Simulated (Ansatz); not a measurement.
# LiScSO (P4/nmm): the equilibrium volume, part 2 of 2

At what volume is LiScSO (P4/nmm) free of pressure?

Ansatz 0.2.0; DFT PBEsol, scalar-relativistic, plane waves, PAW. The steps go on from the part before.

### Step 4. Full relaxation

input.yaml reads:

```yaml
crystal:
  lattice:
    - [3.617010237, 0.0, 0.0]
    - [0.0, 3.617010237, 0.0]
    - [0.0, 0.0, 8.2468278843]
  atoms:
    - { symbol: Sc, position: [0.0, 0.5, 0.8778308497] }
    - { symbol: Sc, position: [0.5, 0.0, 0.1221691503] }
    - { symbol: Li, position: [0.5, 0.5, 0.5] }
    - { symbol: Li, position: [0.0, 0.0, 0.5] }
    - { symbol: O, position: [0.0, 0.0, 0.0] }
    - { symbol: O, position: [0.5, 0.5, 0.0] }
    - { symbol: S, position: [0.5, 0.0, 0.6853413046] }
    - { symbol: S, position: [0.0, 0.5, 0.3146586954] }
basis:
  ecutwfc: 420
kpoints:
  mp_grid: { grid: [8, 8, 4] }
hamiltonian:
  xc: pbesol
scf:
  occupations: { method: gaussian, width: 0.02 }
output:
  forces: true
  stress: true
  eigenvalues: true
relax:
  adjacent_minimum: "off"
  f_tol: 0.01
  max_steps: 50
  cell: { stress_tol: 0.1 }
```

Launch:

```
$ ansatz run input.yaml --threads 8 --pin off --max-ram 14336MiB --backend cpu --events-out ev --progress --plain --runs-dir out
```

The program printed:

```text
Warning: RAYON_NUM_THREADS=8 ignored (pool sized by the plan → 8); use --threads N
Engine: ansatz 0.2.0, aarch64-unknown-linux-gnu
Pseudopotentials: kind: paw
Pseudopotential: Sc, paw, valence charge 11, recommended cutoff 420 eV (normal), Sc.paw.azcp
Pseudopotential: Li, paw, valence charge 3, recommended cutoff 420 eV (normal), Li.paw.azcp
Pseudopotential: O, paw, valence charge 6, recommended cutoff 420 eV (normal), O.paw.azcp
Pseudopotential: S, paw, valence charge 6, recommended cutoff 420 eV (normal), S.paw.azcp
Functional definition: PBEsol
  exchange = pbesol_x
  correlation = pbesol_c
Crystal: 8 atoms, lattice volume = 107.891 Å³
Basis set: ecut = 420 eV, 2099 PW (Γ), exchange–correlation on 50×50×120 points (8 copies of the dense FFT grid, shifted against one another)
Bands: 34, of which v1, the nominal top of the filled ones, is band 26 counted from 1 (25 counted from 0)
Symmetry: 16 space group operations
Space group: P4/nmm (ITA 129), of the structure as read, at distance tolerance 4.8e-5 Å
k-points: 45 of 256
Non-local potential: Sc, projectors of the file, l = 0: 3, l = 1: 2, l = 2: 3, l = 3: 1
Non-local potential: Li, projectors of the file, l = 0: 3, l = 1: 2, l = 2: 1
Non-local potential: O, projectors of the file, l = 0: 2, l = 1: 2, l = 2: 1
Non-local potential: S, projectors of the file, l = 0: 2, l = 1: 2, l = 2: 2
PAW form: soft (Blöchl's): semilocal exchange-correlation on the pseudo side does not see the compensation charge
PAW frozen core: Sc, regenerated for the run's functional, and the local potential with it (the file was generated under x = pbe(κ = 0.804, μ = 0.2195149727645171), c = pbe(β = 0.06672455060314922))
PAW frozen core: O, regenerated for the run's functional, and the local potential with it (the file was generated under x = pbe(κ = 0.804, μ = 0.2195149727645171), c = pbe(β = 0.06672455060314922))
PAW frozen core: S, regenerated for the run's functional, and the local potential with it (the file was generated under x = pbe(κ = 0.804, μ = 0.2195149727645171), c = pbe(β = 0.06672455060314922))
PAW one-centre angular grid: Sc, 590 points (default); XC on 64 Gauss nodes
PAW one-centre angular grid: Li, 110 points (default); XC on 64 Gauss nodes
PAW one-centre angular grid: O, 110 points (default); XC on 64 Gauss nodes
PAW one-centre angular grid: S, 110 points (default); XC on 64 Gauss nodes
Initial density: superposition of atomic densities (neutral atoms: chi_scale 0, normalization atom), corrected by the library's trained network
Initial wavefunctions: pseudopotential atomic-orbital guess
Functional: x = pbesol(κ = 0.804, μ = 0.12345679012345678), c = pbesol(β = 0.046)
SCF iter   1: F=—  HF=-7534.009774 eV  |F-HF|=—  |Δ(HF+E_count)|=         —  Δρ=8.40e-3  dr2=7.34e-2  ethr=1.77e-3  ⟨swp⟩=6.7  Hψ=6831  notcnv=0  defer=1
preconditioner: auto → Resta (q_TF=auto, 2.416 Å⁻¹)  ε∞=5.6  [insulator: Δε(μ)=2.352 eV  Ē_g=9.446 eV  σ=0.020 eV  W_gap=1.00  n_scr=26 (ndim 8)  ℏωp=20.2 eV  f_vac=0.000  D(μ)=0.00/eV (n_scr^D=0)  ε∞_Penn≈5.6]
SCF iter   2: F=—  HF=-7533.991540 eV  |F-HF|=—  |Δ(HF+E_count)|=   1.82e-2  Δρ=2.84e-3  dr2=1.22e-2  ethr=1.41e-4  ⟨swp⟩=2.0  Hψ=2848  notcnv=0  defer=102
SCF iter   3: F=—  HF=-7533.989177 eV  |F-HF|=—  |Δ(HF+E_count)|=   2.36e-3  Δρ=1.58e-3  dr2=2.51e-3  ethr=2.35e-5  ⟨swp⟩=2.0  Hψ=2223  notcnv=0  defer=104
SCF iter   4: F=—  HF=-7533.988723 eV  |F-HF|=—  |Δ(HF+E_count)|=   4.54e-4  Δρ=4.10e-4  dr2=1.86e-4  ethr=4.82e-6  ⟨swp⟩=2.0  Hψ=2159  notcnv=0  defer=104
SCF iter   5: F=—  HF=-7533.988719 eV  |F-HF|=—  |Δ(HF+E_count)|=   3.96e-6  Δρ=7.41e-5  dr2=6.69e-6  ethr=3.58e-7  ⟨swp⟩=2.1  Hψ=1958  notcnv=0  defer=104
SCF iter   6: F=—  HF=-7533.988728 eV  |F-HF|=—  |Δ(HF+E_count)|=   8.47e-6  Δρ=2.29e-5  dr2=6.55e-7  ethr=1.29e-8  ⟨swp⟩=2.7  Hψ=2342  notcnv=0  defer=104
SCF iter   7: F=-7533.988728 eV  HF=-7533.988728 eV  |F-HF|=1.44e-9  |Δ(HF+E_count)|=   3.21e-8  Δρ=4.02e-6  dr2=1.91e-8  ethr=1.92e-10  ⟨swp⟩=8.4  Hψ=6434  notcnv=0
SCF 1 converged in 7 iterations: F = -7533.988728 eV  dr2 = 1.91e-8
relax step   1: F+E_penalty+E_count = -7533.98872760 eV  Δ(F+E_penalty+E_count) = +0.000e0 eV  max|allowed force component| = 5.947e-3 eV/Å  Δτ_max = 0.0000 Å  P = -0.244 GPa  Ω = 107.891 Å³  (7 SCF iters, dr2 threshold 1.00e-7 eV, accepted)
Crystal: 8 atoms, lattice volume = 107.490 Å³
Basis set: ecut = 420 eV, 2091 PW (Γ), exchange–correlation on 50×50×120 points (8 copies of the dense FFT grid, shifted against one another)
Initial density: handed on by an earlier stage of this run
Initial wavefunctions: those handed on with the density
iter 1 solved again at ethr=5.61e-7 eV; its pass at ethr=3.10e-3 eV (dr2=2.92e-4 eV) is discarded
SCF iter   1: F=—  HF=-7533.989550 eV  |F-HF|=—  |Δ(HF+E_count)|=         —  Δρ=4.38e-4  dr2=2.68e-4  ethr=5.61e-7  ⟨swp⟩=2.5  Hψ=7299  notcnv=0
preconditioner: auto → Resta (q_TF=auto, 2.417 Å⁻¹)  ε∞=5.5  [insulator: Δε(μ)=2.479 eV  Ē_g=9.542 eV  σ=0.020 eV  W_gap=1.00  n_scr=26 (ndim 8)  ℏωp=20.3 eV  f_vac=0.000  D(μ)=0.00/eV (n_scr^D=0)  ε∞_Penn≈5.5]
SCF iter   2: F=—  HF=-7533.989489 eV  |F-HF|=—  |Δ(HF+E_count)|=   6.05e-5  Δρ=2.08e-4  dr2=4.11e-5  ethr=5.15e-7  ⟨swp⟩=2.3  Hψ=2187  notcnv=0
SCF iter   3: F=—  HF=-7533.989486 eV  |F-HF|=—  |Δ(HF+E_count)|=   3.58e-6  Δρ=1.00e-4  dr2=1.21e-5  ethr=7.90e-8  ⟨swp⟩=2.0  Hψ=2254  notcnv=0
SCF iter   4: F=—  HF=-7533.989484 eV  |F-HF|=—  |Δ(HF+E_count)|=   2.08e-6  Δρ=3.11e-5  dr2=8.35e-7  ethr=2.33e-8  ⟨swp⟩=2.0  Hψ=2006  notcnv=0
SCF iter   5: F=-7533.989484 eV  HF=-7533.989484 eV  |F-HF|=1.44e-8  |Δ(HF+E_count)|=   1.59e-8  Δρ=6.62e-6  dr2=3.62e-8  ethr=4.71e-10  ⟨swp⟩=5.1  Hψ=5819  notcnv=0
SCF 2 converged in 5 iterations: F = -7533.989484 eV  dr2 = 3.62e-8
relax step   2: F+E_penalty+E_count = -7533.98948387 eV  Δ(F+E_penalty+E_count) = -7.563e-4 eV  max|allowed force component| = 2.882e-2 eV/Å  Δτ_max = 0.0039 Å  P = +0.035 GPa  Ω = 107.490 Å³  energy of the carried Pulay correction = +6.019e-4 eV  (5 SCF iters, dr2 threshold 2.45e-7 eV, accepted)
Crystal: 8 atoms, lattice volume = 107.605 Å³
iter 1 solved again at ethr=8.91e-8 eV; its pass at ethr=3.10e-3 eV (dr2=4.63e-5 eV) is discarded
SCF iter   1: F=—  HF=-7533.989412 eV  |F-HF|=—  |Δ(HF+E_count)|=         —  Δρ=1.92e-4  dr2=4.49e-5  ethr=8.91e-8  ⟨swp⟩=2.0  Hψ=7288  notcnv=0
preconditioner: auto → Resta (q_TF=auto, 2.417 Å⁻¹)  ε∞=5.5  [insulator: Δε(μ)=2.477 eV  Ē_g=9.545 eV  σ=0.020 eV  W_gap=1.00  n_scr=26 (ndim 8)  ℏωp=20.2 eV  f_vac=0.000  D(μ)=0.00/eV (n_scr^D=0)  ε∞_Penn≈5.5]
SCF iter   2: F=—  HF=-7533.989413 eV  |F-HF|=—  |Δ(HF+E_count)|=   1.35e-6  Δρ=9.56e-5  dr2=9.19e-6  ethr=8.63e-8  ⟨swp⟩=2.0  Hψ=1951  notcnv=0
SCF iter   3: F=—  HF=-7533.989412 eV  |F-HF|=—  |Δ(HF+E_count)|=   1.32e-6  Δρ=4.98e-5  dr2=2.58e-6  ethr=1.77e-8  ⟨swp⟩=2.0  Hψ=2208  notcnv=0
SCF iter   4: F=—  HF=-7533.989411 eV  |F-HF|=—  |Δ(HF+E_count)|=   3.72e-7  Δρ=1.05e-5  dr2=1.25e-7  ethr=4.95e-9  ⟨swp⟩=2.0  Hψ=1971  notcnv=0
SCF iter   5: F=-7533.989411 eV  HF=-7533.989411 eV  |F-HF|=9.44e-10  |Δ(HF+E_count)|=   1.71e-8  Δρ=2.88e-6  dr2=1.05e-8  ethr=9.98e-11  ⟨swp⟩=4.2  Hψ=4555  notcnv=0
SCF 3 converged in 5 iterations: F = -7533.989411 eV  dr2 = 1.05e-8
relax step   3: F+E_penalty+E_count = -7533.98941136 eV  Δ(F+E_penalty+E_count) = +7.251e-5 eV  max|allowed force component| = 1.024e-2 eV/Å  Δτ_max = 0.0037 Å  P = +0.012 GPa  Ω = 107.605 Å³  energy of the carried Pulay correction = +4.331e-4 eV  (5 SCF iters, dr2 threshold 5.19e-8 eV, accepted)
Crystal: 8 atoms, lattice volume = 107.533 Å³
iter 1 solved again at ethr=4.54e-8 eV; its pass at ethr=3.10e-3 eV (dr2=2.36e-5 eV) is discarded
SCF iter   1: F=—  HF=-7533.989508 eV  |F-HF|=—  |Δ(HF+E_count)|=         —  Δρ=1.34e-4  dr2=2.23e-5  ethr=4.54e-8  ⟨swp⟩=2.0  Hψ=7286  notcnv=0
preconditioner: auto → Resta (q_TF=auto, 2.417 Å⁻¹)  ε∞=5.5  [insulator: Δε(μ)=2.472 eV  Ē_g=9.546 eV  σ=0.020 eV  W_gap=1.00  n_scr=26 (ndim 8)  ℏωp=20.3 eV  f_vac=0.000  D(μ)=0.00/eV (n_scr^D=0)  ε∞_Penn≈5.5]
SCF iter   2: F=—  HF=-7533.989514 eV  |F-HF|=—  |Δ(HF+E_count)|=   5.64e-6  Δρ=5.76e-5  dr2=4.39e-6  ethr=4.28e-8  ⟨swp⟩=2.0  Hψ=2183  notcnv=0
SCF iter   3: F=—  HF=-7533.989511 eV  |F-HF|=—  |Δ(HF+E_count)|=   2.62e-6  Δρ=2.85e-5  dr2=1.12e-6  ethr=8.44e-9  ⟨swp⟩=2.0  Hψ=2072  notcnv=0
SCF iter   4: F=—  HF=-7533.989511 eV  |F-HF|=—  |Δ(HF+E_count)|=   1.88e-7  Δρ=7.34e-6  dr2=7.40e-8  ethr=2.15e-9  ⟨swp⟩=2.0  Hψ=2073  notcnv=0
SCF iter   5: F=-7533.989511 eV  HF=-7533.989511 eV  |F-HF|=7.28e-12  |Δ(HF+E_count)|=   5.37e-9  Δρ=1.64e-6  dr2=2.76e-9  ethr=1.26e-11  ⟨swp⟩=2.4  Hψ=5098  notcnv=0
SCF 4 converged in 5 iterations: F = -7533.989511 eV  dr2 = 2.76e-9
relax step   4: F+E_penalty+E_count = -7533.98951098 eV  Δ(F+E_penalty+E_count) = -9.962e-5 eV  max|allowed force component| = 2.631e-2 eV/Å  Δτ_max = 0.0009 Å  P = +0.100 GPa  Ω = 107.533 Å³  energy of the carried Pulay correction = +5.384e-4 eV  (5 SCF iters, dr2 threshold 6.56e-9 eV, rejected (line search))
Crystal: 8 atoms, lattice volume = 107.598 Å³
iter 1 solved again at ethr=5.32e-8 eV; its pass at ethr=3.10e-3 eV (dr2=2.77e-5 eV) is discarded
SCF iter   1: F=—  HF=-7533.989463 eV  |F-HF|=—  |Δ(HF+E_count)|=         —  Δρ=1.32e-4  dr2=2.70e-5  ethr=5.32e-8  ⟨swp⟩=2.0  Hψ=7199  notcnv=0
preconditioner: auto → Resta (q_TF=auto, 2.417 Å⁻¹)  ε∞=5.5  [insulator: Δε(μ)=2.474 eV  Ē_g=9.540 eV  σ=0.020 eV  W_gap=1.00  n_scr=26 (ndim 8)  ℏωp=20.3 eV  f_vac=0.000  D(μ)=0.00/eV (n_scr^D=0)  ε∞_Penn≈5.5]
SCF iter   2: F=—  HF=-7533.989468 eV  |F-HF|=—  |Δ(HF+E_count)|=   5.20e-6  Δρ=5.36e-5  dr2=5.34e-6  ethr=5.19e-8  ⟨swp⟩=2.0  Hψ=2230  notcnv=0
SCF iter   3: F=—  HF=-7533.989464 eV  |F-HF|=—  |Δ(HF+E_count)|=   3.79e-6  Δρ=2.82e-5  dr2=1.13e-6  ethr=1.03e-8  ⟨swp⟩=2.0  Hψ=2072  notcnv=0
SCF iter   4: F=—  HF=-7533.989464 eV  |F-HF|=—  |Δ(HF+E_count)|=   1.87e-7  Δρ=6.86e-6  dr2=5.20e-8  ethr=2.18e-9  ⟨swp⟩=2.0  Hψ=2077  notcnv=0
SCF iter   5: F=—  HF=-7533.989464 eV  |F-HF|=—  |Δ(HF+E_count)|=   5.63e-9  Δρ=1.20e-6  dr2=1.21e-9  ethr=9.99e-11  ⟨swp⟩=2.0  Hψ=2152  notcnv=0
SCF iter   6: F=-7533.989464 eV  HF=-7533.989464 eV  |F-HF|=9.09e-12  |Δ(HF+E_count)|=  3.98e-10  Δρ=2.51e-7  dr2=7.09e-11  ethr=1.00e-12  ⟨swp⟩=4.0  Hψ=4591  notcnv=0
SCF 5 converged in 6 iterations: F = -7533.989464 eV  dr2 = 7.09e-11
relax step   5: F+E_penalty+E_count = -7533.98946431 eV  Δ(F+E_penalty+E_count) = -5.295e-5 eV  max|allowed force component| = 1.743e-3 eV/Å  Δτ_max = 0.0008 Å  P = +0.003 GPa  Ω = 107.598 Å³  energy of the carried Pulay correction = +4.423e-4 eV  (6 SCF iters, accepted)
Initial wavefunctions: pseudopotential atomic-orbital guess (no wavefunctions were taken with the density)
iter 1 solved again at ethr=4.53e-8 eV; its pass at ethr=3.10e-3 eV (dr2=2.36e-5 eV) is discarded
SCF iter   1: F=—  HF=-7533.988962 eV  |F-HF|=—  |Δ(HF+E_count)|=         —  Δρ=1.72e-5  dr2=4.85e-8  ethr=4.53e-8  ⟨swp⟩=3.0  Hψ=10170  notcnv=0
preconditioner: auto → Resta (q_TF=auto, 2.417 Å⁻¹)  ε∞=5.5  [insulator: Δε(μ)=2.475 eV  Ē_g=9.541 eV  σ=0.020 eV  W_gap=1.00  n_scr=26 (ndim 8)  ℏωp=20.3 eV  f_vac=0.000  D(μ)=0.00/eV (n_scr^D=0)  ε∞_Penn≈5.5]
SCF iter   2: F=—  HF=-7533.988972 eV  |F-HF|=—  |Δ(HF+E_count)|=   9.86e-6  Δρ=8.37e-6  dr2=1.90e-8  ethr=9.32e-11  ⟨swp⟩=2.0  Hψ=2609  notcnv=0
SCF iter   3: F=—  HF=-7533.988972 eV  |F-HF|=—  |Δ(HF+E_count)|=   8.25e-9  Δρ=3.89e-6  dr2=2.14e-9  ethr=3.66e-11  ⟨swp⟩=2.0  Hψ=1922  notcnv=0
SCF iter   4: F=-7533.988972 eV  HF=-7533.988972 eV  |F-HF|=9.09e-13  |Δ(HF+E_count)|=   2.48e-9  Δρ=1.88e-7  dr2=1.79e-11  ethr=1.00e-12  ⟨swp⟩=2.7  Hψ=5076  notcnv=0
SCF 6 converged in 4 iterations: F = -7533.988972 eV  dr2 = 1.79e-11
relax step   6: F+E_penalty+E_count = -7533.98897186 eV  Δ(F+E_penalty+E_count) = +4.924e-4 eV  max|allowed force component| = 1.729e-3 eV/Å  Δτ_max = 0.0000 Å  P = -0.004 GPa  Ω = 107.598 Å³  stress off target by 2.18e-2 GPa  SCF on the basis re-selected at this cell (its energy is not comparable with the rows above)  (4 SCF iters)
basis re-selected at this cell: Δ(F+E_penalty+E_count) = +4.924e-4 eV, ΔP = -0.007 GPa vs the last step (what re-selecting the basis moved, of the pressure what is left beyond the Pulay correction that the steps carried, after the strain that the cell walked since its last selection, with what the two solves' SCF thresholds leave and, on support functions, any second-order correction that the steps lacked; it is no measure of the basis error at this ecutwfc). This SCF's stress stands 2.18e-2 GPa from its target on what of the cell is left free (relax.cell.stress_tol is 1.00e-1 GPa) and its largest allowed force component is 1.73e-3 eV/Å (relax.f_tol is 1.00e-2 eV/Å): within both
SCF converged after 4 iterations
Free energy (F): -7533.988972 eV
Harris-Foulkes:  -7533.988972 eV  (|F-HF|=9.09e-13)
Internal energy: -7533.988972 eV  (E = F + TS)
E sigma→0 (E₀):  -7533.988972 eV
Fermi energy:    8.629716 eV
--- Per-component energies (eV) ---
  E_band       = -482.595520
  E_kinetic    = 1139.452293
  E_local      = -4049.184842  (includes V_loc(G=0)·N_el)
  E_nonlocal   = 247.458016
  E_hartree    = 1584.299735
  E_xc         = -573.012176
  E_vxc        = -655.936174  (∫ρ·V_xc dr)
  E_paw        = -3374.157651  (= ΣΔE_a)
  E_vpaw       = -332.989325  (= ΣTr[D̂ρ^β])
  E_aug_tail   = 0.005021  (compensation charges beyond the density's cutoff)
  E_ewald      = -2509.301892
  E_core_change = 0.452524  (= ΣΔE_core)
  E_smearing   = -0.000000  (= −TS)
  E_closure    = 0.000000  (closes the sum)
  Σ components = -7533.988972   (vs F -7533.988972, Δ=0.00e0)
--- Forces (eV/Å), atoms counted from 1 ---
  atom   1  Sc     0.00000000     0.00000000    -0.00047028
  atom   2  Sc     0.00000000     0.00000000     0.00047028
  atom   3  Li     0.00000000     0.00000000    -0.00000000
  atom   4  Li     0.00000000     0.00000000     0.00000000
  atom   5  O      0.00000000     0.00000000    -0.00000000
  atom   6  O      0.00000000     0.00000000     0.00000000
  atom   7  S      0.00000000     0.00000000     0.00172931
  atom   8  S      0.00000000     0.00000000    -0.00172931
  max |Σ_I F_I| component: 0.00e0 eV/Å
--- Stress (GPa, compression-positive) ---
        0.005396       0.000000       0.000000
        0.000000       0.005396       0.000000
        0.000000       0.000000      -0.021817
  P = ⅓ Tr σ = -0.0037 GPa (-0.037 kbar)
--- Band table (eV; the first three rows and the last of 45) ---
  k-point 0: bands = ["-41.0152", "-40.9552", "-36.2202", "-36.1275", "-20.0340", "-19.7351", "-19.7351", "-19.6938", "-19.5866", "-19.5866", "-10.3242", "-9.4200", "-4.1099", "-3.9897", "2.5480", "2.7771", "2.7771", "3.7238", "4.9169", "5.5914", "5.5914", "6.4231", "6.4231", "7.1774", "7.3432", "7.3432", "10.0965", "10.5039", "10.6727", "11.4855", "11.5784", "12.3726", "12.8539", "12.8539"]
  k-point 1: bands = ["-41.0152", "-40.9552", "-36.2202", "-36.1275", "-20.0340", "-19.7351", "-19.7351", "-19.6938", "-19.5866", "-19.5866", "-10.3241", "-9.4200", "-4.1767", "-3.9156", "2.4347", "2.7773", "2.7773", "3.7242", "5.2821", "5.5562", "5.5562", "6.5378", "6.5378", "6.8443", "7.2508", "7.2508", "10.1359", "10.5044", "10.6905", "11.4488", "11.5775", "12.4248", "12.7490", "12.7490"]
  k-point 2: bands = ["-41.0152", "-40.9552", "-36.2202", "-36.1275", "-20.0340", "-19.7351", "-19.7351", "-19.6938", "-19.5866", "-19.5866", "-10.3240", "-9.4200", "-4.2174", "-3.8677", "2.3353", "2.7772", "2.7772", "3.7244", "5.5255", "5.5255", "6.0589", "6.0900", "6.6848", "6.6848", "7.1216", "7.1216", "10.1815", "10.5049", "10.7116", "11.4145", "11.5766", "12.3263", "12.7116", "12.7116"]
  k-point 44: bands = ["-40.9678", "-40.9678", "-36.1713", "-36.1713", "-20.0648", "-20.0648", "-19.7877", "-19.7877", "-19.6506", "-19.6506", "-9.3507", "-9.3507", "-3.2661", "-3.2661", "2.1806", "2.1806", "4.1136", "4.1136", "4.7439", "4.7439", "5.4805", "5.4805", "5.5604", "5.5604", "5.8893", "5.8893", "10.0817", "10.0817", "11.1980", "11.1980", "11.3976", "11.3976", "11.6053", "11.6053"]
--- Relaxed structure (5 steps of the walk, 4 accepted, 1 SCFs on fresh bases) ---
  F+E_penalty+E_count = -7533.98897186 eV   max|allowed force component| = 1.729e-3 eV/Å   (the final SCF, on the basis selected at the relaxed cell)
  cell:  # Å, volume = 107.5978 Å³
    - [3.6119654375772616, -9.145513715428944e-36, 0.0]
    - [-9.145513715428944e-36, 3.6119654375772616, 0.0]
    - [0.0, 0.0, 8.24738078494861]
  atoms:
    - { symbol: Sc, position: [5.9863269726616845e-36, 0.49999999999999994, 0.8775471617193248] }
    - { symbol: Sc, position: [0.49999999999999994, 1.8199473966832483e-36, 0.12245283828067507] }
    - { symbol: Li, position: [0.49999999999999994, 0.49999999999999994, 0.49999999999999994] }
    - { symbol: Li, position: [-5.0373544015339914e-36, 3.6398947933664966e-37, 0.49999999999999994] }
    - { symbol: O, position: [7.026296913623541e-36, -2.5999248524046405e-37, 1.4790261918382747e-20] }
    - { symbol: O, position: [0.49999999999999994, 0.49999999999999994, 1.4790261918382747e-20] }
    - { symbol: S, position: [0.49999999999999994, 1.5599549114427845e-37, 0.6852896711107667] }
    - { symbol: S, position: [-5.453342377918732e-36, 0.49999999999999994, 0.3147103288892332] }
```

It took 10 s on 8 threads of Arm Neoverse V1, shared host; peak memory 0.62 GiB.

Step by step:

| step | energy from step 1 (meV/atom) | largest force component (eV/Å) | pressure (GPa) | volume (Å³/atom) |
| --- | --- | --- | --- | --- |
| 1 | 0.0 | 0.006 | -0.24 | 13.486 |
| 2 | -0.1 | 0.029 | 0.03 | 13.436 |
| 3 | -0.1 | 0.010 | 0.01 | 13.451 |
| 4 | -0.1 | 0.026 | 0.10 | 13.442 |
| 5 | -0.1 | 0.002 | 0.00 | 13.450 |
| 6 | 0.0 | 0.002 | 0.00 | 13.450 |

Step 1 is the start. Step 4 was tried and not accepted. Step 6 repeats the geometry before it on a plane-wave basis chosen anew for the final cell, which shifts the energy by +0.1 meV/atom.

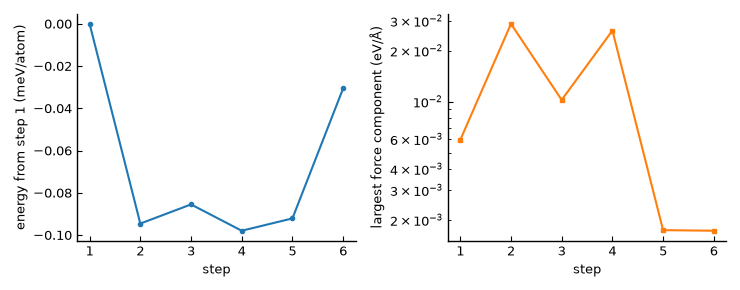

Energy and largest force along the relaxation.

Result: volume 13.450 Å³/atom, pressure 0.00 GPa, gap on the mesh 2.47 eV.

### Step 5. The volume search in one table

| step | level | mesh | relaxed | volume (Å³/atom) | pressure (GPa) |
| --- | --- | --- | --- | --- | --- |
| 2 | PBEsol | 6×6×2 | nothing | 14.657 | -11.91 |
| 3 | PBEsol | 6×6×4 | all | 13.486 | -0.24 |
| 4 | PBEsol | 8×8×4 | all | 13.450 | 0.00 |

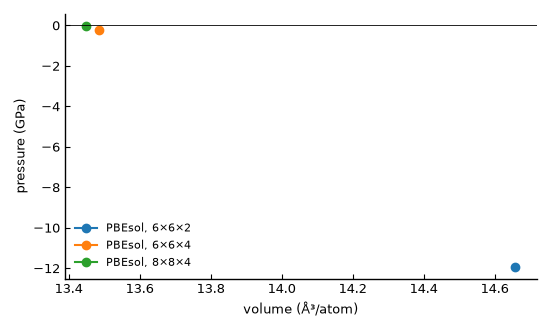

Pressure against volume, run by run.

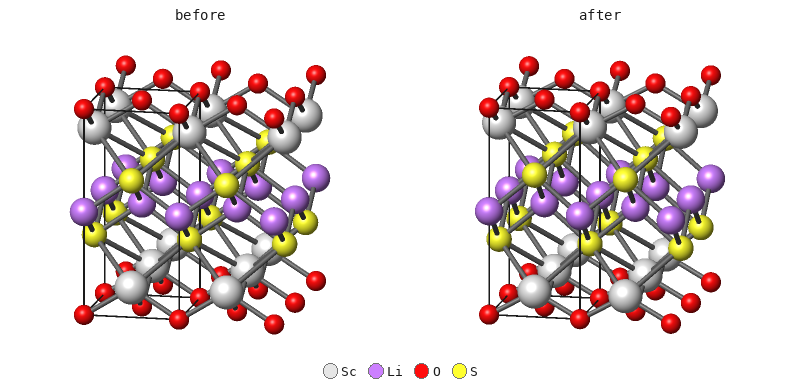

Before and after, drawn at the same scale.

The cell before and after:

| cell as typed | before | after | change |
| --- | --- | --- | --- |
| a (Å) | 3.780 | 3.612 | -4.4 % |
| b (Å) | 3.780 | 3.612 | -4.4 % |
| c (Å) | 8.208 | 8.247 | +0.5 % |
| volume (Å³/atom) | 14.657 | 13.450 | -8.2 % |
| shortest distance (Å) | 2.229 | 2.069 | -7.2 % |
| space group | P4/nmm | P4/nmm | same |

### Step 6. Summary of results

The summary covers parts 1 to 2. Changes of volume or cell count from the first structure of part 1.

| quantity | value |
| --- | --- |
| volume | 13.450 Å³/atom |
| pressure | 0.00 GPa |
| conventional cell | a = 3.612 Å, b = 3.612 Å, c = 8.247 Å, α = 90.00°, β = 90.00°, γ = 90.00° |
| gap on the mesh | 2.47 eV |

From the first run shown, the volume went from 14.66 to 13.45 Å³/atom (-8.2 %) in 3 runs, where the pressure is zero within 0.01 GPa.

These are semilocal Kohn-Sham gaps, which aren't the measured quantity. Such gaps usually fall short of the measured ones.
